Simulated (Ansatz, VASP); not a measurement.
## Sb (Antimony): VASP beside Ansatz

Aim: how closely do two programs agree when they are given the same cell, functional and k mesh? Valence electrons are named where the data sets of a main pair hold unlike numbers.

Program: Ansatz 0.2.0. Level of theory: plane waves, with VASP 6.6.1 beside it; band structure at PBE, band structure at PBE, spin-orbit coupling and single point at PBE. Results are calculated unless marked as measured.

## (1) Starting point

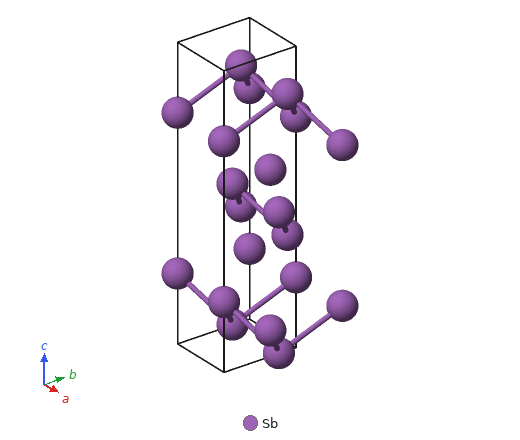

The cell as given, slightly off an axis (antimony purple). 2×1×1 cells are drawn. This picture shows the conventional cell, with its axes. Bonds to atoms that aren't drawn are left out. Some periodic images of atoms are drawn too.

## (2) Ansatz: band structure, PBE

Ansatz runs on its default PAW (the set named soft_2) files.

With cell and atoms fixed, the geometry can't cause a difference; cores, projectors, grids and the points listed under the comparison can.

The input, input.yaml:

```yaml
crystal:
  lattice:
    - [2.1542, 1.2437279499, 3.758]
    - [-2.1542, 1.2437279499, 3.758]
    - [0.0, -2.4874558998, 3.758]
  atoms:
    - { symbol: Sb, position: [0.23349, 0.23349, 0.23349] }
    - { symbol: Sb, position: [0.76651, 0.76651, 0.76651] }
hamiltonian:
  xc: pbe
  pseudopotentials: { kind: paw }
kpoints:
  mp_grid: { grid: [10, 10, 10] }
  band_path:
    path:
      - [0.0, 0.0, 0.0]
      - [0.13333, 0.0, 0.0]
      - [0.3, 0.0, 0.0]
      - [0.46667, 0.0, 0.0]
      - [0.5, 0.04794, -0.04794]
      - [0.5, 0.12783, -0.12783]
      - [0.5, 0.20773, -0.20773]
      - [0.7256, 0.5, 0.2744]
      - [0.63883, 0.5, 0.36117]
      - [0.55206, 0.5, 0.44794]
      - [0.46667, 0.46667, 0.46667]
      - [0.3, 0.3, 0.3]
      - [0.13333, 0.13333, 0.13333]
      - [0.0, 0.0, 0.0]
      - [0.12328, 0.0, -0.12328]
      - [0.22191, 0.0, -0.22191]
      - [0.34519, 0.0, -0.34519]
      - [0.60413, 0.39587, 0.0]
      - [0.56074, 0.43926, 0.0]
      - [0.51735, 0.48265, 0.0]
      - [0.51735, 0.51735, 0.03196]
      - [0.56074, 0.56074, 0.11185]
      - [0.60413, 0.60413, 0.19175]
      - [0.62148, 0.62148, 0.25704]
      - [0.57809, 0.57809, 0.34381]
      - [0.53471, 0.53471, 0.43058]
      - [0.5, 0.0, 0.0]
      - [0.58677, 0.12328, 0.12328]
      - [0.67354, 0.24656, 0.24656]
      - [0.76031, 0.36984, 0.36984]
    npoints: 1
scf:
  occupations: { method: fermi_dirac, width: 0.05 }
  n_extra_bands: 7
output:
  forces: true
  stress: true
  eigenvalues: true
```

Run with:

```bash
ansatz run input.yaml --threads 2 --pin off --max-ram 4608MiB --backend cpu --events-out ev --progress --plain --runs-dir out
```

Numbers of over 12 decimals in the logs are rounded to 6 here.

What it wrote:

```text
scf.n_extra_bands = 7 over 15 filled bands (N_el = 30.0): the run solves 22 bands
Engine: ansatz 0.2.0, aarch64-unknown-linux-gnu
Pseudopotentials: kind: paw
Pseudopotential: Sb, paw, valence charge 15, recommended cutoff 420 eV (normal), Sb.paw.azcp
Functional definition: PBE
  parameter kappa = 0.804
  parameter beta = 0.066725
  exchange = pbe_x(kappa = kappa, mu = beta*pi^2/3)
  correlation = pbe_c(beta = beta)
Crystal: 2 atoms, lattice volume = 60.411 Å³
Basis set: ecut = 420 eV, 1195 PW (Γ), exchange–correlation on 64×64×64 points (8 copies of the dense FFT grid, shifted against one another)
Bands: 22, of which v1, the nominal top of the filled ones, is band 15 counted from 1 (14 counted from 0)
Symmetry: 12 space group operations
Space group: R-3m (ITA 166), of the structure as read, at distance tolerance 3.9e-5 Å
k-points: 116 of 1000
Non-local potential: Sb, projectors of the file, l = 0: 2, l = 1: 2, l = 2: 2, l = 3: 2
PAW form: soft (Blöchl's): semilocal exchange-correlation on the pseudo side does not see the compensation charge
PAW one-centre angular grid: Sb, 590 points (default); XC on 64 Gauss nodes
Initial density: superposition of atomic densities (neutral atoms: chi_scale 0, normalization atom), corrected by the library's trained network
Initial wavefunctions: pseudopotential atomic-orbital guess
Functional: x = pbe(κ = 0.804, μ = 0.219515), c = pbe(β = 0.066725)
SCF iter   1: F=—  HF=-12968.958639 eV  |F-HF|=—  |Δ(HF+E_count)|=         —  Δρ=1.72e-3  dr2=2.02e-3  ethr=1.77e-3  ⟨swp⟩=7.5  Hψ=14074  notcnv=0  defer=13
preconditioner: auto → none  [insulator: Δε(μ)=0.128 eV  Ē_g=10.919 eV  σ=0.050 eV  W_gap=0.52  n_scr=14 (ndim 8)  ℏωp=15.1 eV  f_vac=0.002  D(μ)=0.18/eV (n_scr^D=0)  ε∞_Penn≈2.9]
SCF iter   2: F=—  HF=-12968.957081 eV  |F-HF|=—  |Δ(HF+E_count)|=   1.56e-3  Δρ=8.10e-4  dr2=2.82e-4  ethr=6.72e-6  ⟨swp⟩=2.0  Hψ=5269  notcnv=0  defer=84
SCF iter   3: F=—  HF=-12968.957094 eV  |F-HF|=—  |Δ(HF+E_count)|=   1.24e-5  Δρ=3.92e-4  dr2=5.14e-5  ethr=9.39e-7  ⟨swp⟩=2.8  Hψ=4167  notcnv=0  defer=84
SCF iter   4: F=—  HF=-12968.957139 eV  |F-HF|=—  |Δ(HF+E_count)|=   4.54e-5  Δρ=7.91e-5  dr2=2.60e-6  ethr=1.71e-7  ⟨swp⟩=3.0  Hψ=4174  notcnv=0  defer=84
SCF iter   5: F=—  HF=-12968.957139 eV  |F-HF|=—  |Δ(HF+E_count)|=   1.20e-7  Δρ=2.97e-5  dr2=5.16e-7  ethr=8.67e-9  ⟨swp⟩=3.0  Hψ=4141  notcnv=0  defer=84
SCF iter   6: F=-12968.957139 eV  HF=-12968.957139 eV  |F-HF|=1.58e-9  |Δ(HF+E_count)|=   1.04e-7  Δρ=3.35e-6  dr2=4.12e-9  ethr=3.33e-10  ⟨swp⟩=7.6  Hψ=14010  notcnv=0
SCF 1 converged in 6 iterations: F = -12968.957139 eV  dr2 = 4.12e-9
  greatest PAW one-centre occupation: 0.996 electrons in one spin orbital (limit 2), on the Sb atom at site 1 (counted from 0), in its partial waves of l = 2
NSCF: frozen V_eff on 30 k-points
SCF converged after 6 iterations
Free energy (F): -12968.957139 eV
Harris-Foulkes:  -12968.957139 eV  (|F-HF|=1.58e-9)
Internal energy: -12968.955573 eV  (E = F + TS)
E sigma→0 (E₀):  -12968.956356 eV
Entropy (-TS):   -0.001566 eV (-0.783 meV/atom)
Fermi energy:    10.088586 eV
--- Per-component energies (eV) ---
  E_band       = -338.485037
  E_kinetic    = 414.187674
  E_local      = -3194.330193  (includes V_loc(G=0)·N_el)
  E_nonlocal   = 724.386468
  E_hartree    = 1449.299886
  E_xc         = -277.059705
  E_vxc        = -192.719811  (∫ρ·V_xc dr)
  E_paw        = -9150.569647  (= ΣΔE_a)
  E_vpaw       = -988.605013  (= ΣTr[D̂ρ^β])
  E_aug_tail   = -0.000003  (compensation charges beyond the density's cutoff)
  E_ewald      = -2934.870052
  E_smearing   = -0.001566  (= −TS)
  E_closure    = 0.000000  (closes the sum)
  Σ components = -12968.957139   (vs F -12968.957139, Δ=0.00e0)
--- Forces (eV/Å), atoms counted from 1 ---
  atom   1  Sb     0.00000000     0.00000000     0.18619830
  atom   2  Sb    -0.00000000     0.00000000    -0.18619830
  max |Σ_I F_I| component: 2.78e-17 eV/Å
--- Stress (GPa, compression-positive) ---
        2.887374      -0.000000       0.000000
       -0.000000       2.887374       0.000000
        0.000000       0.000000       2.385094
  P = ⅓ Tr σ = 2.7199 GPa (27.199 kbar)
--- Band table (eV; the first three rows and the last of 116) ---
  k-point 0: bands = [... 11 lower, 5.2747, 8.0232, 8.2911, 8.2911, 12.1719, 12.7885, 12.7885, 15.2320, ... 3 higher]
  k-point 1: bands = [... 11 lower, 4.7863, 8.0608, 8.2641, 8.4713, 12.1232, 12.4912, 12.5256, 14.7778, ... 3 higher]
  k-point 2: bands = [... 11 lower, 3.7086, 8.0685, 8.2065, 8.8396, 11.6847, 11.8473, 11.8942, 14.7553, ... 3 higher]
  k-point 115: bands = [... 11 lower, 1.1010, 8.7749, 8.7749, 9.6288, 10.2210, 10.2210, 11.1999, 17.1192, ... 3 higher]
```

The job ended after 9 s (2 threads of Arm Neoverse N1, shared host; peak memory 0.38 GiB).

Reading the cycles: dr2 is the Hartree energy of the density residual (eV), the measure of convergence; HF is the Harris–Foulkes estimate of the energy, which meets the free energy F at convergence.

## (3) VASP: band structure, PBE

The same cell, functional, mesh and smearing now go to VASP, with its own data sets.

Lines of VASP's logs that name or quote its potential files are left out, and so is its time.

The input, INCAR:

```
SYSTEM = Sb
PREC = Accurate
ENCUT = 400
EDIFF = 1E-06
NELM = 100
ISMEAR = -1
SIGMA = 0.05
LREAL = .FALSE.
ALGO = Normal
GGA = PE
NBANDS = 17
LORBIT = 11
LWAVE = .FALSE.
LCHARG = .FALSE.
KPAR = 2
```

The input, POSCAR:

```
Sb
1.0
    2.1542000000      1.2437279499      3.7580000000
   -2.1542000000      1.2437279499      3.7580000000
    0.0000000000     -2.4874558998      3.7580000000
Sb
2
Direct
    0.2334900000      0.2334900000      0.2334900000
    0.7665100000      0.7665100000      0.7665100000
```

The input, KPOINTS:

```
Automatic mesh
0
Gamma
10 10 10
0 0 0
```

The input, KPOINTS_OPT:

```
Line mode
16
Line-mode
Reciprocal
  0.00000000   0.00000000   0.00000000 GAMMA
  0.50000000   0.00000000   0.00000000 L

  0.50000000   0.00000000   0.00000000 L
  0.50000000   0.23968736  -0.23968736 B1

  0.76031264   0.50000000   0.23968736 B
  0.50000000   0.50000000   0.50000000 Z

  0.50000000   0.50000000   0.50000000 Z
  0.00000000   0.00000000   0.00000000 GAMMA

  0.00000000   0.00000000   0.00000000 GAMMA
  0.36984368   0.00000000  -0.36984368 X

  0.63015632   0.36984368   0.00000000 Q
  0.50000000   0.50000000   0.00000000 F

  0.50000000   0.50000000   0.00000000 F
  0.63015632   0.63015632   0.23968736 P1

  0.63015632   0.63015632   0.23968736 P1
  0.50000000   0.50000000   0.50000000 Z

  0.50000000   0.00000000   0.00000000 L
  0.76031264   0.36984368   0.36984368 P
```

Potentials, in the order of the species: Sb (PBE family, release 64).

Run with:

```bash
mpirun -np 2 vasp_std
```

What it wrote:

```text
[banner, memory and clock lines left out]
running    2 mpi-ranks, on    1 nodes
 distrk:  each k-point on    1 cores,    2 groups
 distr:  one band on    1 cores,    1 groups

 POSCAR found type information on POSCAR Sb
 POSCAR found :  1 types and       2 ions
 LDA part: xc-table for (Slater+PW92), standard interpolation
 POSCAR, INCAR and KPOINTS ok, starting setup
 FFT: planning ... GRIDC
 FFT: planning ... GRID_SOFT
 FFT: planning ... GRID
 WAVECAR not read
 entering main loop
       N       E                     dE             d eps       ncg     rms          rms(c)
DAV:   1     0.259157507160E+02    0.25916E+02   -0.29201E+03  3944   0.375E+02
DAV:   2    -0.689123679409E+01   -0.32807E+02   -0.31459E+02  5282   0.778E+01
DAV:   3    -0.824480885925E+01   -0.13536E+01   -0.13487E+01  4679   0.163E+01
DAV:   4    -0.825538570311E+01   -0.10577E-01   -0.10575E-01  5167   0.179E+00
DAV:   5    -0.825552006599E+01   -0.13436E-03   -0.13436E-03  4882   0.205E-01    0.304E+00
DAV:   6    -0.825337500796E+01    0.21451E-02   -0.26340E-03  5030   0.239E-01    0.184E+00
DAV:   7    -0.825261603701E+01    0.75897E-03   -0.62749E-03  4506   0.360E-01    0.758E-02
DAV:   8    -0.825273036747E+01   -0.11433E-03   -0.20950E-04  4957   0.654E-02    0.266E-02
DAV:   9    -0.825276076298E+01   -0.30396E-04   -0.40172E-05  4535   0.276E-02    0.616E-03
DAV:  10    -0.825276123840E+01   -0.47542E-06   -0.36529E-06  5037   0.824E-03
   1 F= -.82527612E+01 E0= -.82520062E+01  d E =-.151012E-02
 Start KPOINTS_OPT (optional k-point list driver)
k-point batch [1-116\144]
       N       E                     dE             ncg
DAV:   1     0.623484033714E+04   -0.19803E+05     3944
DAV:   2     0.233063726067E+04   -0.39042E+04     5243
DAV:   3     0.216105402776E+04   -0.16958E+03     4823
DAV:   4     0.215974001927E+04   -0.13140E+01     5170
DAV:   5     0.215972338538E+04   -0.16634E-01     5084
DAV:   6     0.215972307887E+04   -0.30651E-03     5168
DAV:   7     0.215972307232E+04   -0.65511E-05     4555
DAV:   8     0.215972307189E+04   -0.42134E-06     3803
k-point batch [117-144\144]
       N       E                     dE             ncg
DAV:   1     0.211669209685E+05   -0.53152E+04      952
DAV:   2     0.202530342253E+05   -0.91389E+03     1245
DAV:   3     0.202143276864E+05   -0.38707E+02     1157
DAV:   4     0.202140225169E+05   -0.30517E+00     1242
DAV:   5     0.202140186086E+05   -0.39083E-02     1185
DAV:   6     0.202140185360E+05   -0.72611E-04     1250
DAV:   7     0.202140185344E+05   -0.15409E-05     1031
DAV:   8     0.202140185343E+05   -0.11964E-06      949
```

Parts of OUTCAR (step 3):

```text
ion  position               nearest neighbor table
   1  0.233  0.233  0.233-   2 2.91   2 2.91   2 2.91   2 3.35   2 3.35   2 3.35
   2  0.767  0.767  0.767-   1 2.91   1 2.91   1 2.91   1 3.35   1 3.35   1 3.35

  LATTYP: Found a trigonal (rhomboedric) cell.
 ALAT       =     4.5066618304
 COS(alpha) =     0.5430253624

 Subroutine GETGRP returns: Found 12 space group operations
 (whereof 12 operations were pure point group operations)

The static configuration has the point symmetry D_3d.

 Found    116 irreducible k-points:

   k-points           NKPTS =    116   k-points in BZ     NKDIM =    116   number of bands    NBANDS=     17

   dimension x,y,z NGX =    30 NGY =   30 NGZ =   30
   dimension x,y,z NGXF=    60 NGYF=   60 NGZF=   60

   ENCUT  =  400.0 eV  29.40 Ry    5.42 a.u.   7.35  7.35  7.35*2*pi/ulx,y,z

   NELECT =      10.0000    total number of electrons

 k-points in reciprocal lattice and weights: Automatic mesh
   0.00000000  0.00000000  0.00000000       0.001
   0.10000000 -0.00000000 -0.00000000       0.006
   0.20000000 -0.00000000 -0.00000000       0.006
   0.30000000 -0.00000000 -0.00000000       0.006
   0.40000000 -0.00000000  0.00000000       0.006
   0.50000000 -0.00000000 -0.00000000       0.003
   0.10000000  0.10000000 -0.00000000       0.006
   0.20000000  0.10000000  0.00000000       0.012
   0.30000000  0.10000000 -0.00000000       0.012
[...]
-0.40000000  0.50000000  0.40000000       0.006
   0.50000000  0.50000000  0.50000000       0.001

 average (electrostatic) potential at core
       1 -85.8635       2 -85.8635

 E-fermi :   7.2810

 k-point     1 :       0.0000    0.0000    0.0000
  band No.  band energies     occupation
      1      -5.4397      2.00000
      2       2.4942      2.00000
      3       5.2230      2.00000
      4       5.4831      2.00000
      5       5.4831      2.00000
      6       9.3420      0.00000
      7       9.9788      0.00000
      8       9.9788      0.00000
      9      12.3715      0.00000
     10      12.3715      0.00000
    ...

 k-point     2 :       0.1000   -0.0000   -0.0000
  band No.  band energies     occupation
      1      -5.3292      2.00000
      2       1.9999      2.00000
      3       5.2592      2.00000
      4       5.4554      2.00000
      5       5.6695      2.00000
      6       9.2983      0.00000
      7       9.6854      0.00000
      8       9.7201      0.00000
      9      11.9311      0.00000
     10      12.3140      0.00000
    ...

 k-point     3 :       0.2000   -0.0000   -0.0000
  band No.  band energies     occupation
      1      -4.9998      2.00000
      2       0.9141      2.00000
      3       5.2657      2.00000
      4       5.3961      2.00000
      5       6.0439      2.00000
      6       8.8723      0.00000
      7       9.0448      0.00000
      8       9.0945      0.00000
      9      11.9127      0.00000
     10      12.4476      0.00000
    ...

  Total        1.1262115      1.1262115      0.9105421      0.0000000      0.0000000     -0.0000000
  in kB       29.8683420     29.8683420     24.1485564      0.0000000      0.0000000     -0.0000000
  external PRESSURE =      27.9617468 kB  Pullay stress =       0.0000000 kB

  energy-cutoff  :      400.00
  volume of cell :       60.41
      direct lattice vectors                 reciprocal lattice vectors
     2.154200000  1.243727950  3.758000000     0.232104726  0.134005726  0.088699663
    -2.154200000  1.243727950  3.758000000    -0.232104726  0.134005726  0.088699663
     0.000000000 -2.487455900  3.758000000     0.000000000 -0.268011452  0.088699663

 POSITION                                       TOTAL-FORCE (eV/Angst)
 -----------------------------------------------------------------------------------
      0.00000      0.00000      2.63237         0.000000      0.000000      0.232801
      0.00000      0.00000      8.64163         0.000000     -0.000000     -0.232801
 -----------------------------------------------------------------------------------
    total drift:                                0.000000      0.000000     -0.000000

  FREE ENERGIE OF THE ION-ELECTRON SYSTEM (eV)
  ---------------------------------------------------
  free  energy   TOTEN  =        -8.2527612384 eV

  energy  without entropy=       -8.2512511225  energy(sigma->0) =       -8.25200618

 total charge
# of ion       s       p       d       tot
------------------------------------------
    1        1.214   1.152   0.036   2.402
    2        1.214   1.152   0.036   2.402
--------------------------------------------------
tot          2.428   2.304   0.072   4.804

[... 3 further parts left out ...]
```

At this level the cell is under a pressure of 2.8 GPa, so at these settings it is away from equilibrium.

## (4) Differences

Known differences besides the potentials themselves: the data sets hold 30 valence electrons in Ansatz (on its default PAW (the set named soft_2) files) and 10 in VASP; the cutoff is 420 eV in Ansatz and 400 eV in VASP; VASP leaves aspherical gradient terms in its spheres out (LASPH is not set), Ansatz keeps them. Total energies have different zeros and are not compared.

Both answers:

| quantity | Ansatz | VASP | difference |
| --- | --- | --- | --- |
| pressure (GPa) | 2.72 | 2.80 | -0.08 |

Forces (eV/Å; atoms numbered as in POSCAR):

| atom | Ansatz x, y, z | VASP x, y, z |
| --- | --- | --- |
| Sb1 | 0.000, 0.000, 0.186 | 0.000, 0.000, 0.233 |
| Sb2 | 0.000, 0.000, -0.186 | 0.000, 0.000, -0.233 |

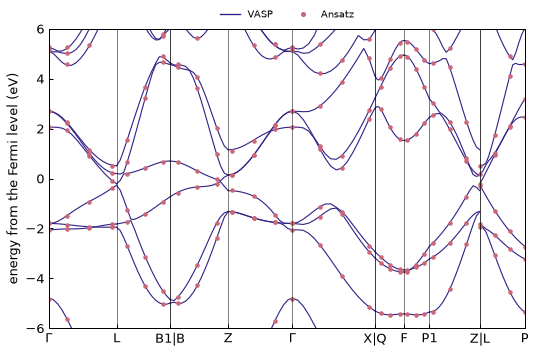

Bands from VASP (lines) and levels from Ansatz (dots). Dots without a line are higher empty bands that the VASP plot leaves out.

The forces differ by 27 meV/Å r.m.s., which is 20.0 % of the r.m.s. force of 0.134 eV/Å (both taken over all components). Levels from 3 eV below to 2 eV above the Fermi level differ by 11 meV r.m.s. and 40 meV at most; each VASP level is matched to the nearest of Ansatz, which flatters the figure a little. Ansatz's pressure holds a Pulay correction of 0.03 GPa; VASP's holds none.

## (5) What the set-up changes

Further runs change the set-up of one program: Ansatz's method, potentials or start, or VASP's data sets, cutoff or form of LDA. The table gives Ansatz less VASP for each quantity, since a change that brings one quantity closer may part another.

| run | r.m.s. force difference (meV/Å) | pressure (GPa) |
| --- | --- | --- |
| as above | 27 | -0.076 |
| Ansatz's all-electron LAPW method | 27 | -0.071 |
| Ansatz's larger PAW set (cutoff 430 eV) | 27 | -0.073 |
| norm-conserving potentials (cutoff 1088 eV) | 26 | -0.051 |

[end of part 1 of 2]

[Lines on the potential files, build, host, timing and source positions are cut from VASP's logs without a mark.]

[Logs are printed without paths, hosts, clocks, repeated set-up lines and the standing remarks that a program may print on its own settings, such as how far it seeks lower states.]

[Hosts, paths, dates, database ids (printed as entryN), source tags and the programs' standing remarks are cut or masked in the printed files.]
